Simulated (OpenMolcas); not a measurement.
# doublet SiHCl2F− at 6 levels

We compute a comparison of 6 runs (UHF/3-21G, U-revPBE/def2-SVPD, UBHLYP/def2-SVPD, UM06-L/def2-SVPD, UPBE0/def2-SVPD, USVWN5/def2-SVPD) of doublet SiHCl2F−. 

The calculation is run with OpenMolcas 26.06.

## (1) Starting point

SiHCl2F− has 5 atoms, charge -1, and is taken as a doublet. SMILES of the parent species: `F[SiH](Cl)Cl`. Geometry: relaxed at PBE0-D4/def2-TZVP. That shape belongs to the parent species and isn't relaxed for this state.

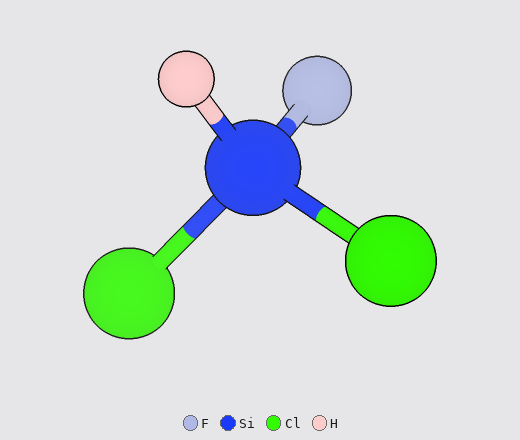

The structure, seen from a chosen angle (fluorine light blue, silicon blue, chlorine green, hydrogen pink).

## (2) The energy at UHF/3-21G (run 1)

Contents of input.xyz:

```xyz
5

F      0.035500    -0.682700     1.466900
Si     0.115700    -0.048400     0.020800
Cl    -0.511900     1.872300     0.131500
Cl    -1.092800    -1.108700    -1.208300
H      1.503300    -0.106100    -0.452400
```

Contents of test.inp:

```
* Cl2FHSi Hartree-Fock
>>> EXPORT MOLCAS_PRINT=2

&GATEWAY
  BasLib = $CurrDir
  Coord = input.xyz
  Basis = 3-21G
  Group = NoSym

&SEWARD

&SCF
  UHF
  Charge = -1
  Spin = 2
  Thresholds = 1e-10 1e-07 1e-07 1e-05
  PrOrbitals = 1 2
```

The basis set 3-21G is read from a file made from the Basis Set Exchange's data (not shown).

Run with:

```sh
$ export MOLCAS_MEM=1860
$ pymolcas test.inp > test.log
```

Log:

```text
--- Start Module: gateway ---
[...]
--- Stop Module: gateway /rc=_RC_ALL_IS_WELL_ ---
--- Start Module: seward ---
[...]
      Basis functions           50
--- Stop Module: seward /rc=_RC_ALL_IS_WELL_ ---
[...]
--- Start Module: scf ---
[...]
       Convergence after  21 Iterations
[...]
::    Total SCF energy                              -1301.5006033545
[...]
      Total spin, S                                     0.5021766996
[...]
      Total electronic charge=   59.000000
      Total            charge=   -1.000000
[...]
      Dipole Moment (debye):
      Origin of the operator (angstrom)=   -0.4298    0.1041   -0.0819
                   X=  1.0549E+00               Y= -8.2506E-01               Z=  1.3796E+00           Total=  1.9227E+00
      Center of Charge (angstrom)
[...]
--- Stop Module: scf /rc=_RC_ALL_IS_WELL_ ---
[...]
```

Wall time 4.8 s (1 thread of AMD EPYC 7R43 (Zen 3), shared host); peak memory 0.38 GiB.

## (3) The energy at U-revPBE/def2-SVPD (run 2)

input.xyz is that of step 2.

Contents of job.inp:

```
&GATEWAY
 BasLib = $CurrDir
 Coord = input.xyz
 Basis = def2-SVPD
 Group = NoSym

&SEWARD
 GridInput
 Grid=UltraFine
 End of Grid

&SCF
 UHF
 Charge = -1
 Spin = 2
 KSDFT = revPBE
 Thresholds = 1e-10 1e-07 1e-07 1e-05
 PrOrbitals = 0
```

The basis set def2-SVPD is read from a file made from the Basis Set Exchange's data (not shown).

Run with:

```sh
$ export MOLCAS_MEM=1860
$ pymolcas job.inp > job.log
```

Log:

```text
--- Start Module: gateway ---
[...]
--- Stop Module: gateway /rc=_RC_ALL_IS_WELL_ ---
--- Start Module: seward ---
[...]
      Basis functions          109
--- Stop Module: seward /rc=_RC_ALL_IS_WELL_ ---
[...]
--- Start Module: scf ---
[...]
       Convergence after  24 Iterations
[...]
::    Total KS-DFT energy                           -1309.7422644070
[...]
      Total spin, S                                     0.5002844522
[...]
      Total electronic charge=   59.000000
      Total            charge=   -1.000000
[...]
      Dipole Moment (debye):
      Origin of the operator (angstrom)=   -0.4298    0.1041   -0.0819
                   X=  3.9820E+00               Y= -1.5006E+00               Z=  1.6128E+00           Total=  4.5508E+00
      Center of Charge (angstrom)
[...]
--- Stop Module: scf /rc=_RC_ALL_IS_WELL_ ---
[...]
```

Wall time 87 s (1 thread of AMD EPYC 7R43 (Zen 3), shared host); peak memory 0.64 GiB.

Runs 3 to 5 aren't shown in full; the table further down has their settings and results.

## (4) A single-point energy at USVWN5/def2-SVPD (run 6)

Contents of mol.input:

```
>>> EXPORT MOLCAS_PRINT=2

&gateway
 baslib
 $CurrDir
 coord
 5
 bohr
 F      0.06708528    -1.29011603     2.77203925
 Si     0.21864131    -0.09146274     0.03930630
 Cl    -0.96735080     3.53813422     0.24849899
 Cl    -2.06509271    -2.09513935    -2.28335608
 H      2.84082528    -0.20049994    -0.85491210
 basis
 def2-SVPD
 group
 NoSym

&seward
 gridinput
 Grid=UltraFine
 End of Grid

&scf
 uhf
 charge
 -1
 spin
 2
 ksdft
 SVWN5
 thresholds
 1e-10 1e-07 1e-07 1e-05
 prorbitals
 1 1
```

The basis set def2-SVPD is read from a file made from the Basis Set Exchange's data (not shown).

Run with:

```sh
$ export MOLCAS_MEM=1860
$ pymolcas mol.input > mol.log
```

Log:

```text
--- Start Module: gateway ---
[...]
--- Stop Module: gateway /rc=_RC_ALL_IS_WELL_ ---
--- Start Module: seward ---
[...]
      Basis functions          109
--- Stop Module: seward /rc=_RC_ALL_IS_WELL_ ---
[...]
--- Start Module: scf ---
[...]
       Convergence after  25 Iterations
[...]
::    Total KS-DFT energy                           -1305.2663362752
[...]
      Total spin, S                                     0.5001620174
[...]
      Total electronic charge=   59.000000
      Total            charge=   -1.000000
[...]
      Dipole Moment (debye):
      Origin of the operator (angstrom)=   -0.4298    0.1041   -0.0819
                   X=  3.6494E+00               Y= -1.2770E+00               Z=  1.2597E+00           Total=  4.0664E+00
      Center of Charge (angstrom)
[...]
--- Stop Module: scf /rc=_RC_ALL_IS_WELL_ ---
[...]
```

It took 63 s on 1 thread of AMD EPYC 7R43 (Zen 3), shared host; peak memory 0.64 GiB.

## (5) The series

| run | level | integration grid | energy (Eh) | HOMO energy (eV) | LUMO energy (eV) | ⟨S²⟩ | wall time |
| --- | --- | --- | --- | --- | --- | --- | --- |
| 1 | UHF/3-21G | – | -1301.500603 | 2.21 | 9.86 | 0.754 | 4.8 s |
| 2 | U-revPBE/def2-SVPD | UltraFine | -1309.742264 | 2.89 | 3.21 | 0.751 | 87 s |
| 3 | UBHLYP/def2-SVPD | UltraFine | -1309.965708 | 2.38 | 4.15 | 0.751 | 95 s |
| 4 | UM06-L/def2-SVPD | UltraFine | -1309.984206 | 3.29 | 3.81 | 0.752 | 2.3 min |
| 5 | UPBE0/def2-SVPD | UltraFine | -1309.489171 | 2.58 | 3.78 | 0.751 | 1.7 min |
| 6 | USVWN5/def2-SVPD | UltraFine | -1305.266336 | 2.81 | 3.03 | 0.750 | 63 s |

## (6) Results

```
                                 quantity           value
                      run 6: total energy  -1305.26634 Eh
run 6: HOMO energy (highest over α and β)         2.81 eV
 run 6: LUMO energy (lowest over α and β)         3.03 eV
                              run 6: ⟨S²⟩           0.750
```

In words: Totals of different functionals can't be ranked against each other. In runs 1, 2, 3, 4, 5, 6 the HOMO lies above zero, so the outermost electron may be held by the basis alone. All runs together took 8.1 min, the longest 2.3 min.
